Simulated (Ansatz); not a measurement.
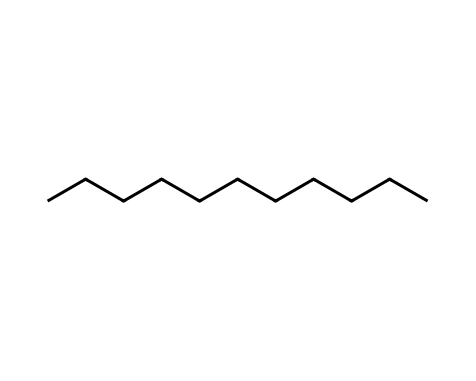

Structural formula above. The geometry was computed by an optimisation with PBE-D4/def2-SVP. No frequency run is at hand to confirm it as a minimum.

Describe the 3D structure.

It has 35 atoms: 11 carbon and 24 hydrogen (C₁₁H₂₄). As SMILES it reads `CCCCCCCCCCC`. It has no ring.

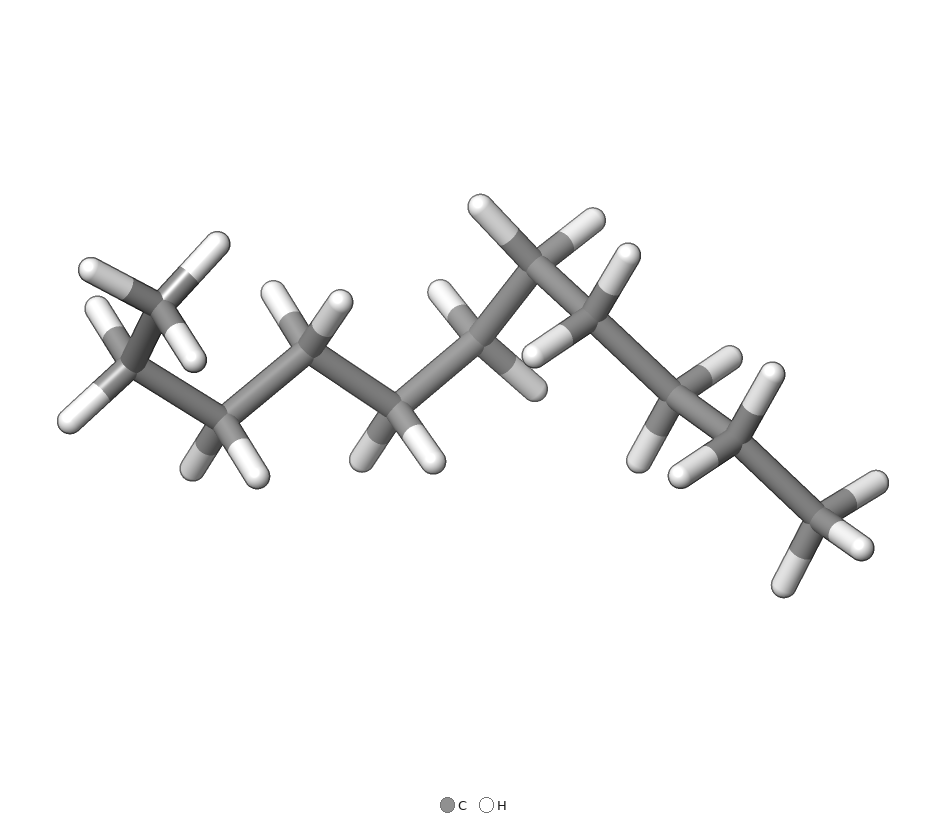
